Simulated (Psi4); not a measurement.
**UCCSD/cc-pVTZ run of BH2O (SMILES [BH]O)**

What is the vertical ionisation energy of BH2O at UCCSD/cc-pVTZ? 

The results are computed with Psi4 1.11.

2 further runs of the same task are left out: 2 set aside as unsound or not needed.

## Step 1: The structure to begin with

BH2O has 4 atoms, charge 0, and is taken as a doublet. SMILES: `[BH]O`. The shape is that of a PBE0-D4/def2-TZVP optimisation.

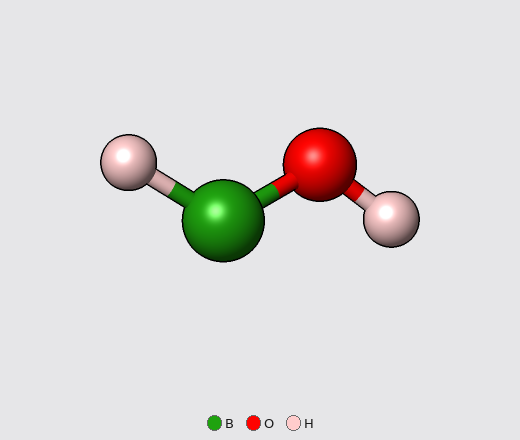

Viewed from a chosen angle; boron green, oxygen red, hydrogen pink.

## Step 2: The energy at UCCSD/cc-pVTZ

Contents of bh2o.py:

```python
import psi4

psi4.set_memory('1600 MB')
psi4.set_num_threads(1)
psi4.set_output_file('run.log', False)

mol = psi4.geometry("""
0 2
B     -0.01152733    -0.91746203     0.73378065
O      0.22620022     1.02895587    -0.84773114
H     -2.01104654    -1.95095325     1.02101903
H      1.90125345     1.72569790    -0.94542998
units au
symmetry c1
""")

psi4.set_options({
    'basis': 'cc-pVTZ',
    'reference': 'uhf',
    'puream': True,
    'e_convergence': 1e-09,
    'd_convergence': 1e-08,
    'scf_type': 'pk',
    'num_frozen_docc': 2,
    'maxiter': 200,
})

energy_value, wavefunction = psi4.energy('ccsd', molecule=mol, return_wfn=True)
print(f'ccsd energy: {energy_value:.10f} Eh')
```

On the command line:

```bash
python bh2o.py
```

run.log:

```text
[...]
  Running in c1 symmetry.
[...]
  Nuclear repulsion =   25.941696505943401
[...]
  Multiplicity = 2
[...]
  Nalpha       = 8
  Nbeta        = 7
[...]
    Number of basis functions: 88
[...]
   @UHF iter   1:  -100.66300009070947   -7.89269e-01   4.59336e-03 DIIS/ADIIS
[...]
   @UHF iter  14:  -100.72948304964753   -1.87583e-12   4.19740e-09 DIIS
[...]
   @S^2 Observed:                7.537511944E-01
[...]
    Orbital Energies [Eh]
    ---------------------
    Alpha Occupied:
       1A    -20.595521     2A     -7.645717     3A     -1.393955
       4A     -0.787154     5A     -0.641116     6A     -0.583642
       7A     -0.555868     8A     -0.334349
    Alpha Virtual:
       9A      0.103491    10A      0.143951    11A      0.222644
      12A      0.257505    13A      0.262787    14A      0.319917
      15A      0.336483    16A      0.503040    17A      0.511484
      18A      0.541427    19A      0.578348    20A      0.632084
      21A      0.675046    22A      0.738768    23A      0.790386
      24A      0.831433    25A      0.922599    26A      0.932386
[...]
  @UHF Final Energy:  -100.72948304964753
   => Energetics <=
    Nuclear Repulsion Energy =             25.9416965059434013
    One-Electron Energy =                -188.7133972650346720
    Two-Electron Energy =                  62.0422177094437330
    Total Energy =                       -100.7294830496475271
  UHF NO Occupations:
  HONO-2 :    6  A 1.9994574
  HONO-1 :    7  A 1.9988747
[...]
 Multipole Moments:
 ------------------------------------------------------------------------------------
     Multipole            Electronic (a.u.)      Nuclear  (a.u.)        Total (a.u.)
 ------------------------------------------------------------------------------------
 L = 1.  Multiply by 2.5417464519 to convert [e a0] to [Debye]
 Dipole X            :          0.5813244           -0.1051617            0.4761628
 Dipole Y            :         -0.0059479            0.2503438            0.2443959
 Dipole Z            :          0.1765891           -0.2436892           -0.0671001
 Magnitude           :                                                    0.5394096
[...]
      * MP2 total energy                      = -101.050721589088596
[...]
      * CCSD total energy                     = -101.063994999744409
```

The script printed:

```text
ccsd energy: -101.0639949997 Eh
```

It took 36 s on 1 thread of Intel Xeon Platinum 8375C at 2.90GHz (Ice Lake), shared host; peak memory 0.89 GiB.

## Step 3: The singlet cation at the same level

Contents of calc.inp:

```
memory 1600 mb

molecule geom {
  1 1
  B     -0.006100    -0.485500     0.388300
  O      0.119700     0.544500    -0.448600
  H     -1.064200    -1.032400     0.540300
  H      1.006100     0.913200    -0.500300
  symmetry c1
  no_reorient
  no_com
}

set puream true
set e_convergence 1e-09
set d_convergence 1e-08
set scf_type pk
set num_frozen_docc 2

e_tot, wfn = energy("ccsd/cc-pVTZ", return_wfn=True)
```

On the command line:

```bash
psi4 -n 1 calc.inp calc.out
```

calc.out:

```text
[...]
  Running in c1 symmetry.
[...]
  Nuclear repulsion =   25.941696431051930
[...]
  Multiplicity = 1
[...]
  Nalpha       = 7
  Nbeta        = 7
[...]
    Number of basis functions: 88
[...]
   @RHF iter   1:  -100.34252172728597   -4.68790e-01   4.79191e-03 ADIIS/DIIS
[...]
   @RHF iter  11:  -100.42804635513484   -1.62288e-11   6.41988e-09 DIIS
[...]
    Orbital Energies [Eh]
    ---------------------
    Doubly Occupied:
       1A    -20.914997     2A     -8.048844     3A     -1.697254
       4A     -1.086721     5A     -0.907161     6A     -0.888724
       7A     -0.857801
[...]
  @RHF Final Energy:  -100.42804635513484
   => Energetics <=
    Nuclear Repulsion Energy =             25.9416964310519305
    One-Electron Energy =                -183.9364813666071541
    Two-Electron Energy =                  57.5667385804203917
    Total Energy =                       -100.4280463551348390
[...]
 Multipole Moments:
 ------------------------------------------------------------------------------------
     Multipole            Electronic (a.u.)      Nuclear  (a.u.)        Total (a.u.)
 ------------------------------------------------------------------------------------
 L = 1.  Multiply by 2.5417464519 to convert [e a0] to [Debye]
 Dipole X            :         -0.8398045            1.6421720            0.8023675
 Dipole Y            :         -4.0341801            3.4190815           -0.6150986
 Dipole Z            :          3.7543794           -3.0373568            0.7170226
 Magnitude           :                                                    1.2394601
[...]
      * MP2 total energy                      = -100.748744200124193
[...]
      * CCSD total energy                     = -100.758441826861514
[...]
```

Run time: 15 s. Hardware: 1 thread of Intel Xeon Platinum 8375C at 2.90GHz (Ice Lake), shared host; peak memory 0.88 GiB.

## Step 4: Results

At UCCSD/cc-pVTZ, 2 core orbitals frozen:

| quantity | value |
| --- | --- |
| doublet BH2O: total energy | -101.06399 Eh |
| doublet BH2O: HOMO energy (Hartree–Fock orbitals) (highest over α and β) | -9.10 eV |
| doublet BH2O: LUMO energy (Hartree–Fock orbitals) (lowest over α and β) | 2.77 eV |
| doublet BH2O: correlation energy (2 core orbitals frozen) | -334.5 mEh |
| doublet BH2O: ⟨S²⟩ of the reference determinant | 0.754 |
| doublet BH2O: T1 diagnostic | 0.023 |
| singlet cation: total energy | -100.75844 Eh |
| singlet cation: HOMO energy (Hartree–Fock orbitals) | -23.34 eV |
| singlet cation: LUMO energy (Hartree–Fock orbitals) | -7.29 eV |
| singlet cation: HOMO–LUMO gap (Hartree–Fock orbitals) | 16.05 eV |
| singlet cation: correlation energy (2 core orbitals frozen) | -330.4 mEh |
| singlet cation: T1 diagnostic | 0.022 |
| vertical ionisation energy (to the singlet cation) | 8.315 eV |

In words: The vertical ionisation energy comes to 8.31 eV (192 kcal/mol). Only the singlet of the ionised species was computed; a triplet could lie lower. The T1 diagnostic (singlet cation) of 0.022 is above the customary mark for such species, so a single reference may not serve.
